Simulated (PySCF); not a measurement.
## Run report: C$_{4}$H$_{7}$FSi, geometry relaxation

C$_{4}$H$_{7}$FSi, SMILES C#CCC[SiH2]F, computed with PBE0-D3(BJ)/def2-SVP geometry optimisation, gas phase (PySCF 2.14.0).

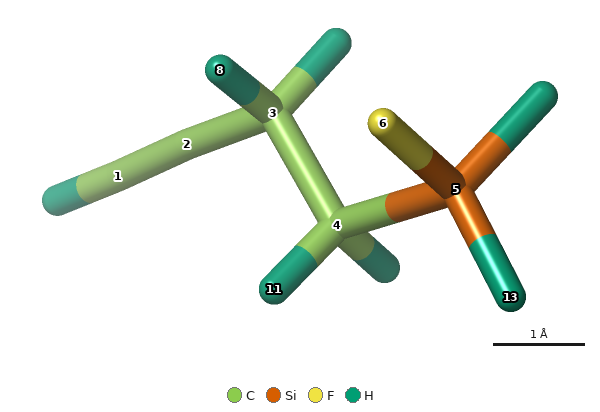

Fig. 1: The input geometry (stick view, seen at a tilt; atoms are numbered from 1 in the order of the input).

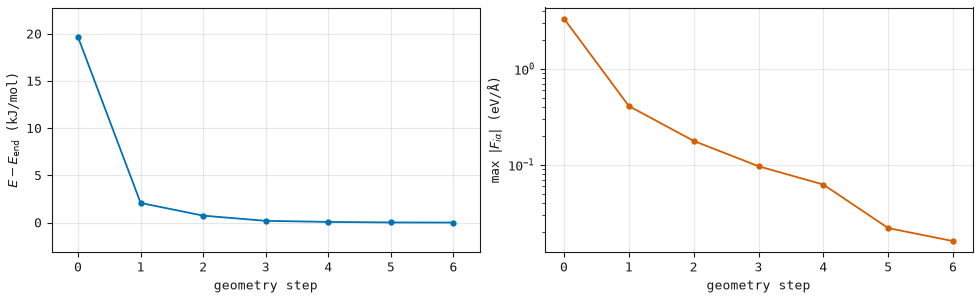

Fig. 2: Progress of the relaxation, step by step (steps are counted from 0).

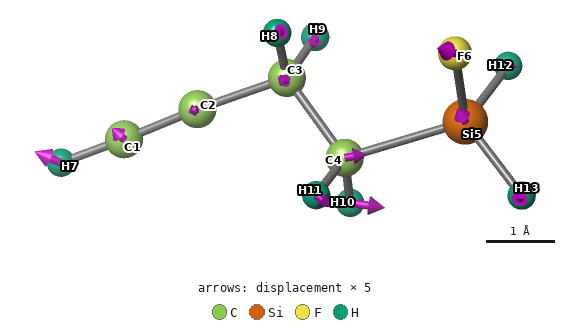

Fig. 3: The starting structure with the displacements as pink arrows, magnified 5 times (ball-and-stick view, seen at a tilt). The two geometries are laid on each other by the best rigid fit. Over 6 geometry steps the energy falls by 19.6 kJ/mol. The largest force component goes from 3.3 to 0.016 eV/Å. The atom that moves furthest after the best rigid fit is H10 (0.11 Å). By element the largest moves are H 0.11 Å, F 0.08 Å, C 0.07 Å, Si 0.06 Å. Among the contacts that change: C4–Si5 1.929 → 1.869 Å, C1–H7 1.032 → 1.074 Å, C4–H11 1.065 → 1.103 Å, C3–C4 1.501 → 1.535 Å. Among the angles that change: H12–Si5–H13 114.8° → 110.6°, F6–Si5–H12 103.5° → 107.3°, C2–C3–C4 109.5° → 113.2°. (Atoms are counted from 1 in the order of the input.)

The input that produced these results follows, with the program's output.

**Input file**
```
{"job": {"xc": "PBE0", "basis": "def2-SVP", "d3": "d3bj", "grid": 1, "shake": 0.01, "kind": "geom"}, "charge": 0, "multiplicity": 1}
C      3.082290    -0.558830     0.652280
C      1.931360    -0.164810     0.811900
C      0.536880     0.251160     0.953430
C     -0.262600    -0.272970    -0.204190
Si    -2.129090     0.188470    -0.052260
F     -2.201800     1.810000     0.029790
H      4.064230    -0.849750     0.524380
H      0.527520     1.351280     0.986180
H      0.172760    -0.121310     1.933460
H     -0.190400    -1.362850    -0.239130
H      0.103500     0.111740    -1.127670
H     -2.698950    -0.243730     1.226890
H     -2.929880    -0.155300    -1.227370
```

The first line tells a small driver script what to run in PySCF; the rest is the geometry in Å.

Run as:
```bash
OMP_NUM_THREADS=1 python <driver script> task.json out
```

**Output**
```
step   0  E = -545.26474744  max force = 0.065102
step   1  E = -545.27143662  max force = 0.007999
step   2  E = -545.27194895  max force = 0.003464
step   3  E = -545.27215747  max force = 0.001887
step   4  E = -545.27220168  max force = 0.001216
step   5  E = -545.27222321  max force = 0.000428
step   6  E = -545.27222751  max force = 0.000313
optimisation converged
```

**Trajectory as extended XYZ (Å, eV, eV/Å), 7 frames, from step=0 to step=6**
```
13
Properties=species:S:1:pos:R:3:forces:R:3 step=0 energy=-14837.40953
C     3.0823   -0.5588    0.6523   -3.3477   1.1719   0.4620
C     1.9314   -0.1648    0.8119    1.6660  -0.5627  -0.0414
C     0.5369    0.2512    0.9534    1.0561   0.0268   0.5244
C    -0.2626   -0.2730   -0.2042   -2.3257  -0.3189   0.7971
Si   -2.1291    0.1885   -0.0523    1.2422   0.4558  -0.0478
F    -2.2018    1.8100    0.0298    0.0984   0.3988  -0.0213
H     4.0642   -0.8498    0.5244    1.8169  -0.5853  -0.2371
H     0.5275    1.3513    0.9862   -0.2260   0.0785   0.0930
H     0.1728   -0.1213    1.9335   -0.1002   0.1527  -0.2133
H    -0.1904   -1.3628   -0.2391    0.0682  -0.3514  -0.1250
H     0.1035    0.1117   -1.1277    0.4853   0.4260  -1.1674
H    -2.6989   -0.2437    1.2269   -0.1950  -0.4655   0.3322
H    -2.9299   -0.1553   -1.2274   -0.2385  -0.4268  -0.3552
13
Properties=species:S:1:pos:R:3:forces:R:3 step=1 energy=-14837.59155
C     3.1276   -0.4430    0.7415    0.1072  -0.2188  -0.1257
C     1.9432   -0.1993    0.8164    0.0700   0.1995   0.0572
C     0.5406    0.1933    0.9163    0.2828  -0.0767  -0.0952
C    -0.3272   -0.3170   -0.2396   -0.3620   0.1494   0.0404
Si   -2.1210    0.2304   -0.0352    0.4113   0.0998  -0.0783
F    -2.1144    1.8617    0.0444   -0.0235  -0.0349  -0.0168
H     4.1688   -0.7066    0.6398   -0.1672   0.0746   0.0656
H     0.5091    1.2954    0.9451   -0.1067   0.0041   0.0870
H     0.1467   -0.1679    1.8817   -0.0579   0.0566   0.0168
H    -0.2820   -1.4170   -0.2907   -0.0173  -0.0398  -0.0518
H     0.0480    0.0679   -1.2060   -0.0001  -0.0712   0.0975
H    -2.6768   -0.2584    1.2559   -0.0721  -0.0709   0.0031
H    -2.9566   -0.1569   -1.2016   -0.0644  -0.0715   0.0003
13
Properties=species:S:1:pos:R:3:forces:R:3 step=2 energy=-14837.60549
C     3.1248   -0.4608    0.7284   -0.0496  -0.1417  -0.0794
C     1.9483   -0.1869    0.8173    0.0098   0.1781   0.0669
C     0.5479    0.2104    0.9270    0.1291  -0.0964  -0.0613
C    -0.3275   -0.3017   -0.2260   -0.0743   0.0702   0.0633
Si   -2.1128    0.2285   -0.0445    0.0814   0.0564  -0.0234
F    -2.1352    1.8592    0.0270   -0.0117  -0.0294  -0.0090
H     4.1568   -0.7419    0.6268    0.0034   0.0317   0.0335
H     0.5033    1.3120    0.9676   -0.0424  -0.0007   0.0245
H     0.1511   -0.1496    1.8923   -0.0054   0.0152   0.0124
H    -0.2806   -1.4027   -0.2815   -0.0103  -0.0073  -0.0203
H     0.0530    0.0791   -1.1885    0.0222  -0.0327  -0.0067
H    -2.6875   -0.2760    1.2358   -0.0356  -0.0147  -0.0145
H    -2.9358   -0.1868   -1.2140   -0.0166  -0.0288   0.0139
13
Properties=species:S:1:pos:R:3:forces:R:3 step=3 energy=-14837.61116
C     3.1189   -0.4823    0.7158   -0.0587  -0.0746  -0.0336
C     1.9535   -0.1717    0.8237    0.0182   0.0970   0.0439
C     0.5566    0.2261    0.9430   -0.0522  -0.0464  -0.0163
C    -0.3229   -0.2851   -0.2091    0.0710   0.0153   0.0431
Si   -2.1104    0.2278   -0.0581   -0.0709   0.0001   0.0055
F    -2.1638    1.8572   -0.0018    0.0042  -0.0041  -0.0011
H     4.1446   -0.7801    0.6129    0.0488   0.0118   0.0102
H     0.4998    1.3268    0.9935    0.0061   0.0049  -0.0110
H     0.1616   -0.1354    1.9091    0.0155  -0.0131  -0.0035
H    -0.2742   -1.3865   -0.2666   -0.0126  -0.0009   0.0023
H     0.0676    0.0882   -1.1698    0.0090  -0.0050  -0.0328
H    -2.7135   -0.2834    1.2079    0.0054   0.0165  -0.0064
H    -2.9117   -0.2188   -1.2326    0.0162  -0.0015  -0.0003
13
Properties=species:S:1:pos:R:3:forces:R:3 step=4 energy=-14837.61237
C     3.1146   -0.4919    0.7140   -0.0302  -0.0407  -0.0132
C     1.9542   -0.1658    0.8304    0.0239   0.0430   0.0230
C     0.5572    0.2296    0.9512   -0.0625  -0.0101  -0.0032
C    -0.3200   -0.2807   -0.2020    0.0579  -0.0041   0.0110
Si   -2.1101    0.2298   -0.0664   -0.0519  -0.0141   0.0036
F    -2.1694    1.8589   -0.0194    0.0031   0.0050  -0.0009
H     4.1403   -0.7919    0.6110    0.0230   0.0099   0.0048
H     0.4971    1.3302    1.0040    0.0099   0.0013  -0.0097
H     0.1634   -0.1348    1.9166    0.0121  -0.0121  -0.0052
H    -0.2736   -1.3825   -0.2583   -0.0092   0.0004   0.0078
H     0.0757    0.0876   -1.1633   -0.0004  -0.0004  -0.0141
H    -2.7258   -0.2768    1.1951    0.0102   0.0166   0.0013
H    -2.8977   -0.2290   -1.2453    0.0141   0.0053  -0.0050
13
Properties=species:S:1:pos:R:3:forces:R:3 step=5 energy=-14837.61295
C     3.1101   -0.4994    0.7183    0.0027  -0.0070   0.0033
C     1.9532   -0.1626    0.8398    0.0073  -0.0021   0.0010
C     0.5547    0.2291    0.9584   -0.0220   0.0137   0.0032
C    -0.3174   -0.2810   -0.1974    0.0125  -0.0161  -0.0149
Si   -2.1088    0.2339   -0.0763   -0.0083  -0.0106  -0.0008
F    -2.1656    1.8632   -0.0396    0.0009   0.0074  -0.0026
H     4.1374   -0.7961    0.6162   -0.0027   0.0044   0.0016
H     0.4929    1.3297    1.0120    0.0026  -0.0006  -0.0014
H     0.1609   -0.1390    1.9222    0.0027  -0.0037  -0.0022
H    -0.2758   -1.3833   -0.2501   -0.0027   0.0012   0.0083
H     0.0837    0.0817   -1.1592   -0.0024   0.0007   0.0050
H    -2.7351   -0.2616    1.1838    0.0056   0.0079   0.0041
H    -2.8842   -0.2319   -1.2602    0.0037   0.0050  -0.0044
13
Properties=species:S:1:pos:R:3:forces:R:3 step=6 energy=-14837.61307
C     3.1080   -0.5016    0.7253    0.0086   0.0074   0.0081
C     1.9514   -0.1633    0.8460   -0.0024  -0.0137  -0.0070
C     0.5517    0.2266    0.9609    0.0056   0.0136   0.0041
C    -0.3165   -0.2844   -0.1969   -0.0095  -0.0136  -0.0161
Si   -2.1070    0.2374   -0.0830    0.0089  -0.0010  -0.0023
F    -2.1572    1.8673   -0.0517    0.0006   0.0034  -0.0034
H     4.1368   -0.7941    0.6253   -0.0079  -0.0009   0.0010
H     0.4895    1.3271    1.0141   -0.0023  -0.0001   0.0020
H     0.1563   -0.1428    1.9235   -0.0015   0.0012   0.0004
H    -0.2784   -1.3868   -0.2464    0.0005   0.0010   0.0057
H     0.0882    0.0751   -1.1585    0.0006  -0.0006   0.0072
H    -2.7377   -0.2495    1.1781    0.0006   0.0017   0.0018
H    -2.8790   -0.2284   -1.2689   -0.0019   0.0015  -0.0016
```

**Key numbers**

- outcome: converged
- total energy: −545.272228 hartree
- dipole moment: 1.42 D
- point group: C1
- hardware: 1 CPU thread, shared host
- wall time: 35 s
- peak memory: 0.51 GiB
